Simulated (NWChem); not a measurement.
**Polarizability calculation of LiBr**

System: LiBr, SMILES [Li][Br].
Method: BLYP/aug-cc-pVDZ, UKS, dispersion D2 (NWChem 7.3.0).

The geometry comes from this level: PBE0-D4/def2-TZVP.

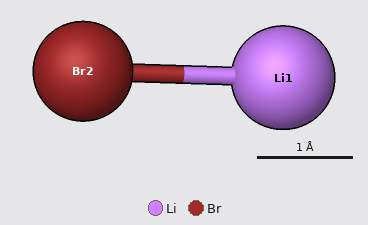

The structure as given in the input (ball-and-stick view, seen at an oblique angle; atoms are numbered from 1 in the order of the input). Sticks mark near contacts. Bond lengths as drawn: Br–Li 2.17 Å.

### Input
```
start brli
title "BrLi polarizability"
memory stack 880 mb heap 220 mb global 1100 mb

geometry units angstrom noautosym nocenter noautoz
 Li    -0.910300     0.277700    -0.476100
 Br     0.939700    -0.337900     0.480100
end

basis spherical bse
 * library aug-cc-pVDZ
end

dft
 xc becke88 lyp
 odft
 disp vdw 2
 grid fine
 convergence energy 1e-08
 direct
 maxiter 200
 print low
end

property
 response 1 0.0773
end

task dft property
```

Command:
```bash
nwchem brli.nw > brli.out
```

### Log
```
Northwest Computational Chemistry Package (NWChem) 7.3.0
             --------------------------------------------------------

           Job information
           ---------------

    nwchem branch   = 7.3.0
    use scalapack   = T
    input           = brli.nw
    prefix          = brli.
    data base       = ./brli.db
    status          = startup
    nproc           =        1

           Memory information
           ------------------

    heap     =     28835834 doubles =      220.0 Mbytes
    stack    =    115343359 doubles =      880.0 Mbytes
    global   =    144179200 doubles =     1100.0 Mbytes (distinct from heap & stack)
    total    =    288358393 doubles =     2200.0 Mbytes
    verify   = yes
    hardfail = no

           Directory information
           ---------------------

  0 permanent = .
  0 scratch   = .

                                NWChem Input Module
                                -------------------

                                BrLi polarizability
                                -------------------

 Scaling coordinates for geometry "geometry" by  1.889725989
 (inverse scale =  0.529177249)

                             Geometry "geometry" -> ""
                             -------------------------

 Output coordinates in angstroms (scale by  1.889725989 to convert to a.u.)

  No.       Tag          Charge          X              Y              Z
 ---- ---------------- ---------- -------------- -------------- --------------
    1 Li                   3.0000    -0.91030000     0.27770000    -0.47610000
    2 Br                  35.0000     0.93970000    -0.33790000     0.48010000

      Atomic Mass
      -----------

      Li                 7.016000
      Br                79.916500

 Effective nuclear repulsion energy (a.u.)      25.5866608309

            Nuclear Dipole moment (a.u.)
            ----------------------------
        X                 Y               Z
 ---------------- ---------------- ----------------
    56.9914901992   -20.7745136829    29.0549150196

            XYZ format geometry
            -------------------
     2
 geometry
 Li                   -0.91030000     0.27770000    -0.47610000
 Br                    0.93970000    -0.33790000     0.48010000

 ==============================================================================
                                internuclear distances
 ------------------------------------------------------------------------------
       center one      |      center two      | atomic units |  angstroms
 ------------------------------------------------------------------------------
    2 Br               |   1 Li               |     4.10370  |     2.17159
 ------------------------------------------------------------------------------
                         number of included internuclear distances:          1
 ==============================================================================

 Summary of "ao basis" -> "" (spherical)
 ------------------------------------------------------------------------------
       Tag                 Description            Shells   Functions and Types
 ---------------- ------------------------------  ------  ---------------------
 *                        aug-cc-pVDZ                 on all atoms

                              NWChem Property Module
                              ----------------------

                                BrLi polarizability

                                 NWChem DFT Module
                                 -----------------

                                BrLi polarizability

                      Basis "ao basis" -> "ao basis" (spherical)
                      -----
  [basis functions not shown]

 Summary of "ao basis" -> "ao basis" (spherical)
 ------------------------------------------------------------------------------
       Tag                 Description            Shells   Functions and Types
 ---------------- ------------------------------  ------  ---------------------
 Li                       aug-cc-pVDZ                9       23   4s3p2d
 Br                       aug-cc-pVDZ               14       36   6s5p3d

  Caching 1-el integrals
   Time after variat. SCF:      3.1
   Time prior to 1st pass:      3.1

           Memory utilization after 1st SCF pass:
           Heap Space remaining (MW):        0.00                 630
          Stack Space remaining (MW):      115.34           115342732

   convergence    iter        energy       DeltaE   RMS-Dens  Diis-err    time
 ---------------- ----- ----------------- --------- --------- ---------  ------
 d= 0,ls=0.0,diis     1  -2581.7168894961 -2.61D+03  7.99D-03  7.54D-02     6.6
                                                     7.99D-03  7.54D-02
 d= 0,ls=0.0,diis     2  -2581.6841085462  3.28D-02  4.84D-03  9.87D-02     9.9
                                                     4.84D-03  9.87D-02
 d= 0,ls=0.0,diis     3  -2581.7443465333 -6.02D-02  1.16D-03  6.23D-03    13.3
                                                     1.16D-03  6.23D-03
 d= 0,ls=0.0,diis     4  -2581.7492709364 -4.92D-03  6.58D-05  1.99D-05    16.8
                                                     6.58D-05  1.99D-05
 d= 0,ls=0.0,diis     5  -2581.7492810253 -1.01D-05  2.52D-05  4.41D-06    20.2
                                                     2.52D-05  4.41D-06
  Resetting Diis
 d= 0,ls=0.0,diis     6  -2581.7492838988 -2.87D-06  6.55D-06  1.44D-07    23.5
                                                     6.55D-06  1.44D-07
 d= 0,ls=0.0,diis     7  -2581.7492840417 -1.43D-07  6.18D-07  3.82D-10    26.9
                                                     6.18D-07  3.82D-10
 d= 0,ls=0.0,diis     8  -2581.7492840414  2.78D-10  3.62D-07  8.14D-10    30.3
                                                     3.62D-07  8.14D-10

         Total DFT energy =    -2581.749284041390
      One electron energy =    -3644.818682231974
           Coulomb energy =     1130.708167730594
    Exchange-Corr. energy =      -93.224610270230
 Nuclear repulsion energy =       25.586660830910

    Dispersion correction =       -0.000820100689

 Numeric. integr. density =       38.000000052437

     Total iterative time =     27.1s

     --------------------------
     Expectation value of S2:
     --------------------------
      <S2> =     -0.0000 (Exact =     0.0000)

 *** CALLING NEW AORESP DRIVER FOR CLOSED AND OPEN SHELLS ***
 Entering AOResponse driver routine

          ****************
          *** RESPONSE ***
          ****************

          -----------------------------------------------
          Solving response equations for perturbing field
          -----------------------------------------------

 number of frequencies:     1
 frequency in a.u.:  0.7730000E-01
 Perturbing field: electric
 Using El. Dipole Length Gauge

 Setting up CPKS with frequency omega =      0.07730000 a.u.

                            NWChem Dynamic CPHF Module
                            --------------------------

    scftype = UHF
     nalpha =   19
      nbeta =   19
  variables =     3040
  num. vecs =        3
  tolerance =   1.0D-04
  max. iter =   50

 SCF residual:    3.1270377776659687E-006

Iterative solution of linear equations
  No. of variables     3040
  No. of equations        3
  Maximum subspace       30
       Convergence  1.0D-04
        Start time     33.8

 ga_lkain filestub:cphf_sol
 ga_lkain filesoln:./brli.cphf_sol

   iter   nsub   residual    time
   ----  ------  --------  ---------
     1      3    5.03D+00      50.5
     2      6    1.60D+00      67.2
     3      9    3.72D-01      83.8
     4     12    3.98D-02     100.5
     5     15    3.31D-03     117.5
     6     18    6.98D-04     134.3
     7     21    2.37D-04     150.9
     8     24    8.59D-06     167.5

 Electric Dipole Response Matrix (nonzero elements):

              1        2        3
    1   45.0505  -1.3576   2.1087
    2   -1.3576  41.4224  -0.7017
    3    2.1087  -0.7017  42.0606

 ------------------------------------------
 average:        42.84451 + I       0.00000

 DFT Linear Response polarizability / au
 Frequency  =       0.0773000 / au
 Wavelength =     589.4353558 / nm
              X              Y              Z
 -----------------------------------------------
 X      45.0505184     -1.3575961      2.1087287
 Y      -1.3575961     41.4224224     -0.7016937
 Z       2.1087287     -0.7016937     42.0606009
 -----------------------------------------------
 Eigenvalues =      46.5921954     40.9706732     40.9706732
 Isotropic   =      42.8445139
 Anisotropic =       5.6215223
 -----------------------------------------------

 Magnetic Dipole Response Matrix (nonzero elements):
 Optical rotation tensor Beta

              1        2        3
    1   -0.0859  17.9446  12.7818
    2  -17.9483   0.0108  35.1318
    3  -12.6808 -35.1969   0.0752

 ------------------------------------------
 average:        -0.00000 + I       0.00000

 Exiting AOResponse driver routine

 Task  times  cpu:      167.6s     wall:      167.6s
 Total times  cpu:      167.6s     wall:      167.6s
```

### Results in brief

- outcome: converged
- total energy: −2581.749284 hartree
- dispersion energy: −0.000820 hartree
- hardware: 1 thread of Intel Xeon @ 2.80GHz (Skylake/Cascade Lake), 24 GiB of memory available, shared host
- wall time: 2.8 min
- peak memory: 0.11 GiB
